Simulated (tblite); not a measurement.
# Frequency calculation of CH4NOSi

- system: CH4NOSi, multiplicity 2, SMILES NC(=O)[SiH2]
- method: GFN2-xTB harmonic vibrations, gas phase (tblite 0.8.0)

It belongs to a series of runs on one base structure; here: X = H replaced by CONH2.

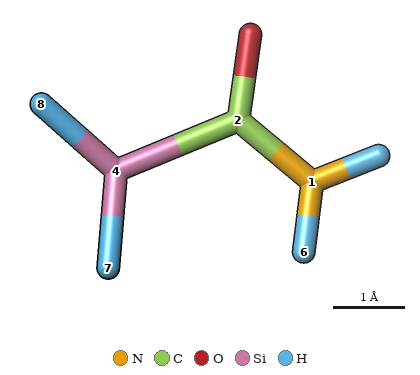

The input geometry (stick view, seen on its broad side; atoms are numbered from 1 in the order of the input).

**Input**
```
{"job": {"kind": "ir", "xc": "GFN2-xTB", "basis": "xTB"}, "charge": 0, "multiplicity": 2}
N      1.283824    -0.445459    -0.183939
C      0.365127     0.536964     0.033646
O      0.705348     1.690623     0.257468
Si    -1.445850     0.087802    -0.099463
H      2.262831    -0.221055    -0.103536
H      1.016773    -1.405526    -0.300329
H     -1.790276    -1.321241     0.024381
H     -2.388720     1.087305     0.347207
```

The first line tells a small driver script what to run in tblite; the rest is the geometry in Å.

Hardware: 1 CPU thread, shared host.

Launched with:
```bash
OMP_NUM_THREADS=1 python <driver script> task.json out
```

**What the program printed**
```
mode    cm-1     km/mol
  1     138.8    176.87
  2     199.9     22.12
  3     224.7      0.92
  4     265.6     21.17
  5     423.9     13.03
  6     437.8     23.81
  7     505.1     52.79
  8     581.6     25.18
  9     678.2     27.15
 10     735.6    163.36
 11    1012.1      0.69
 12    1242.8    254.27
 13    1446.7    110.56
 14    1659.5    425.14
 15    2322.9    239.55
 16    2434.2    296.64
 17    3449.3     12.65
 18    3538.9      4.06
```

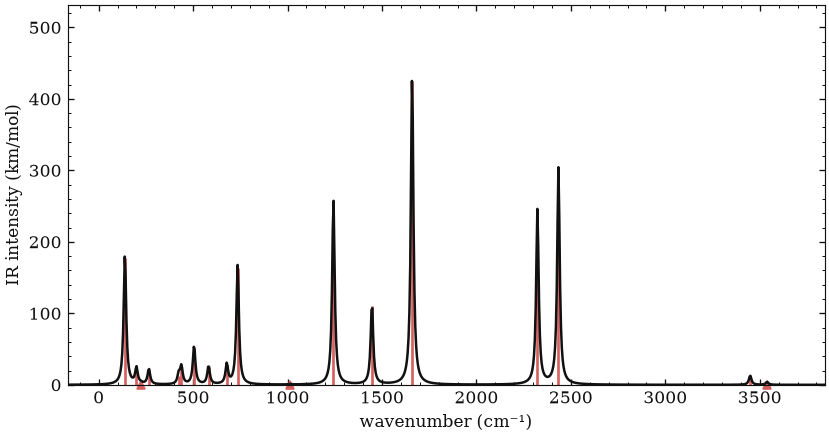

Harmonic infrared spectrum, unscaled: sticks (degenerate modes added up, dark ones marked on the axis) with a Lorentzian envelope of 16 cm⁻¹ full width, scaled to the tallest stick. 18 modes from 139 to 3539 cm⁻¹, none imaginary. The strongest line is at 1660 cm⁻¹ (425 km/mol).

**Key numbers**

- outcome: converged
- total energy: −349.0510 eV
- zero-point energy: 30.4460 kcal/mol
- peak memory: 0.23 GiB
